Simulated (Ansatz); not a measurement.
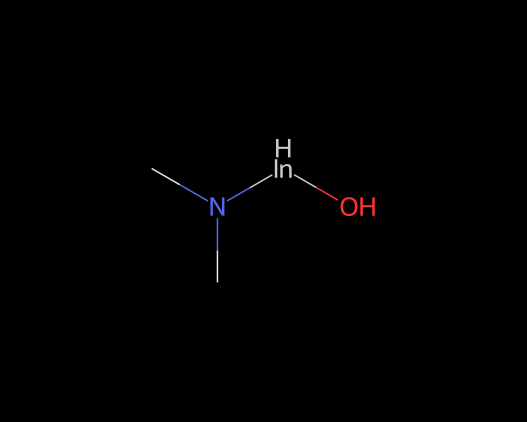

Skeletal drawing of a molecule.

Give its SMILES.

Answer. C[N](C)[InH][OH]

What is the molecular formula?

Answer. C2H8InNO.

An optimisation with PBE0-D4/def2-TZVP gave a structure of which point group?

Answer. Cs. Other conformers may differ.

The parts below concern this one geometry. Atoms keep their numbers from picture to picture. The computed structure is the end point of a PBE0-D4/def2-TZVP optimisation.

### Shape

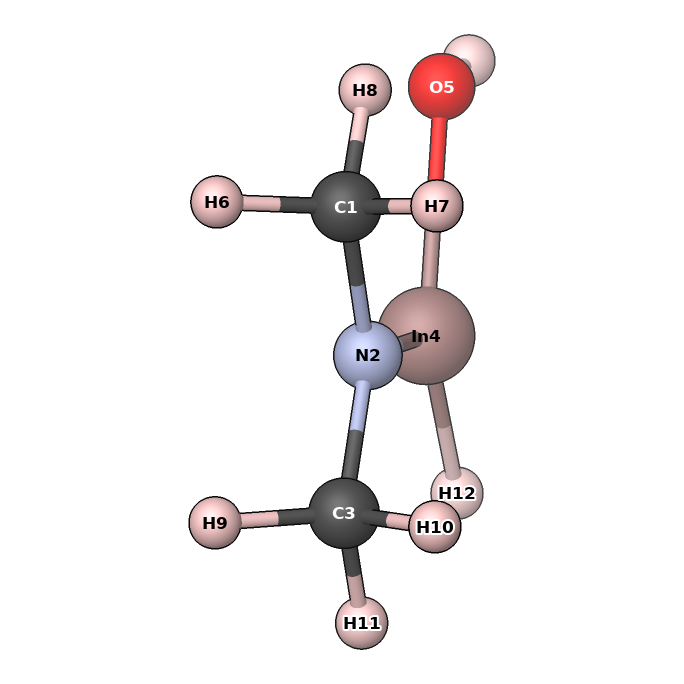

In4 lies behind N2. The molecule seen a little off the N2–In4 bond, N2 in front. Atoms fade into the background with distance from the viewer.

What is the torsion angle C1–N2–In4–O5? The sign is positive where the front bond must turn clockwise to cover the back bond.

Answer. 0°, synperiplanar (eclipsed).

### Vibrations

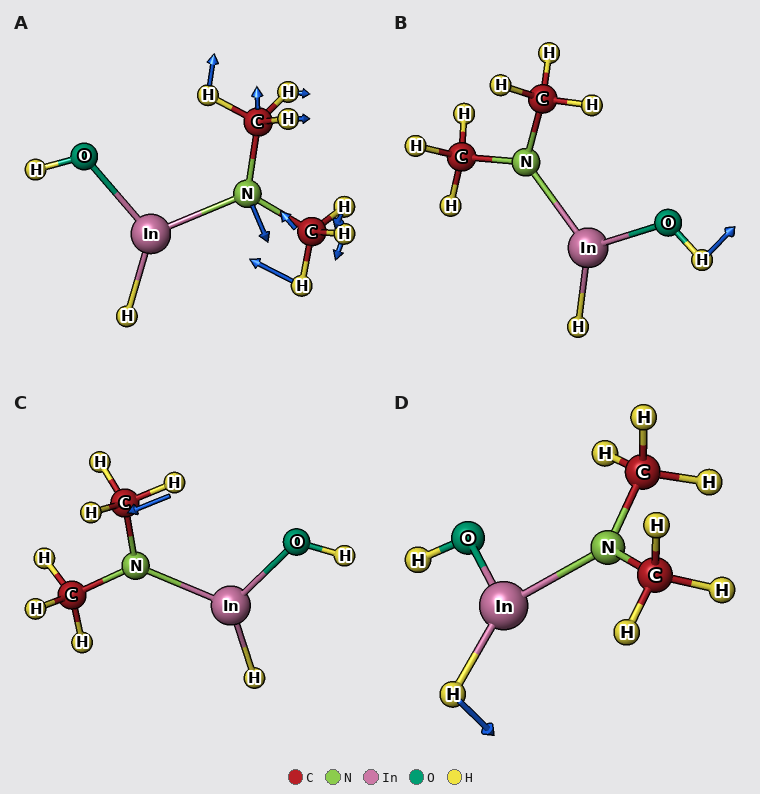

4 normal modes of one molecule or complex, as arrows. Harmonic vibrations computed with RKS PBE0-D4/def2-TZVP, core potentials on In (Ansatz 0.2.0) at a stationary point of the same level.

Match the panels to the wavenumbers 395 cm⁻¹, 783 cm⁻¹, 1244 cm⁻¹, 3120 cm⁻¹.

Answer. A: 1244 cm⁻¹
B: 783 cm⁻¹, H–O–In bending
C: 3120 cm⁻¹, C–H stretching
D: 395 cm⁻¹, a torsion or out-of-plane motion in which bond lengths and bond angles hardly change

### Electronic properties

Level of theory: RKS CAM-B3LYP-D4/def2-TZVPP, core potentials on In (Ansatz 0.2.0).

What is the HOMO energy (Kohn–Sham orbital)?

Answer. −7.32 eV.

What is the dispersion correction?

Answer. −21.8 kJ/mol.

Estimate the LUMO energy (Kohn–Sham orbital).

Answer. −0.07 eV.

### Charges

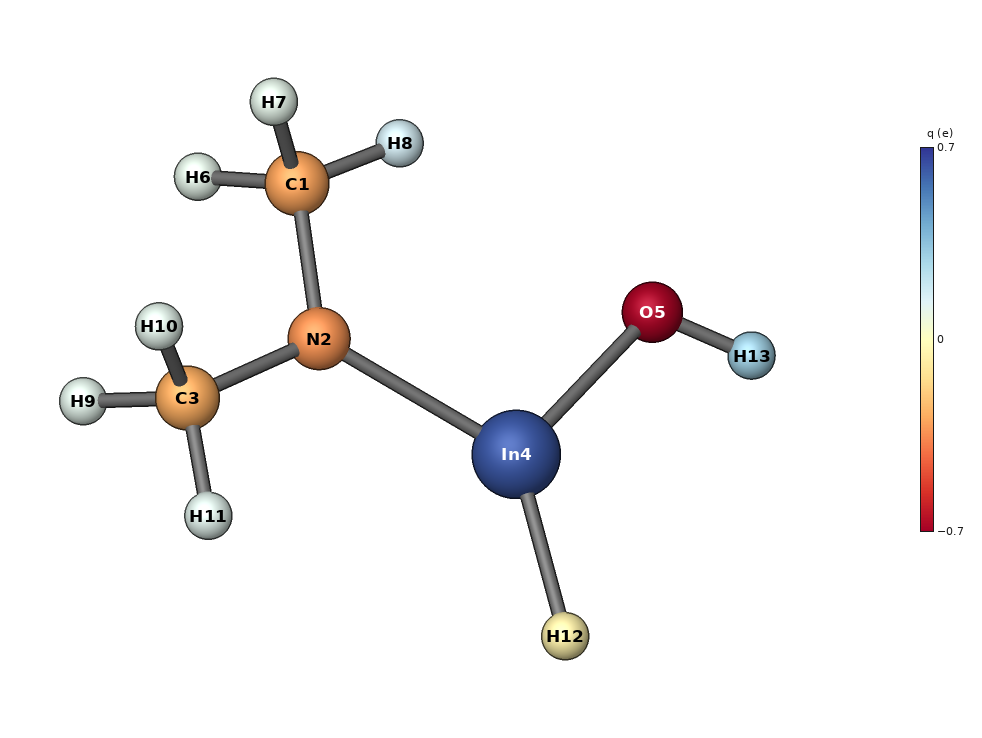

Atoms are coloured by their Mulliken charges. Properties computed with RKS PBE0-D4/def2-TZVP, core potentials on In (Ansatz 0.2.0).

Give the Mulliken charges atom by atom.

```tsv
atom	value (e)
C1	−0.30
N2	−0.33
C3	−0.28
In4	0.62
O5	−0.68
H6	0.11
H7	0.11
H8	0.17
H9	0.11
H10	0.11
H11	0.12
H12	−0.06
H13	0.30
```

Mulliken values depend strongly on the basis set and can even reverse the polarity of a bond.
